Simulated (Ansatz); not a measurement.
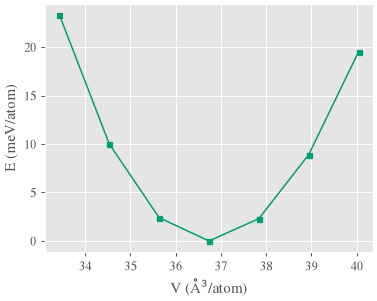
*La (dhcp (α-La type), P6_3/mmc) under volume change, r²SCAN+D4 (plane waves, PAW; program Ansatz), shape and atoms relaxed at each volume.*

**Question.** What does a third-order Birch–Murnaghan fit give for V₀, B₀ and B′?

**Answer.** V₀ = 36.73 Å³/atom, B₀ = 23.1 GPa, B′ = 2.2.

The r²SCAN+D4 relaxation kept the symmetry of its start. The pairwise dispersion correction was not fitted to metals. Scalar-relativistic: spin–orbit coupling is off unless named, which matters more the heavier the elements.

Potentials: the later of the program's two PAW sets.
